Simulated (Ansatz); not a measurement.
**Pressure series in MgO**

Take MgO in the rock salt structure (space group Fm-3m, No. 225; a = 4.204 Å) as the base.

Cell and atoms are relaxed at each pressure.

Calculations: Ansatz (a first-principles code) r2SCAN, spin-orbit coupling left out.

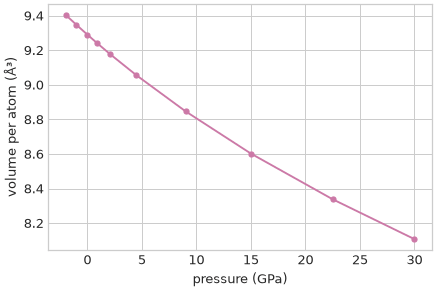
Figure. Volume per atom against pressure

| pressure (GPa) | volume per atom |
|---|---|
| -2 | 9.41 Å³ |
| -1 | 9.35 Å³ |
| 0.9 | 9.24 Å³ |
| 2.1 | 9.18 Å³ |
| 4.5 | 9.06 Å³ |
| 9 | 8.85 Å³ |
| 15 | 8.60 Å³ |
| 22.5 | 8.34 Å³ |
| 30 | 8.11 Å³ |

Load acts through the strain it causes; cell and atoms are relaxed under it. Stability against distortions was not tested. Competing high-pressure phases were not computed.
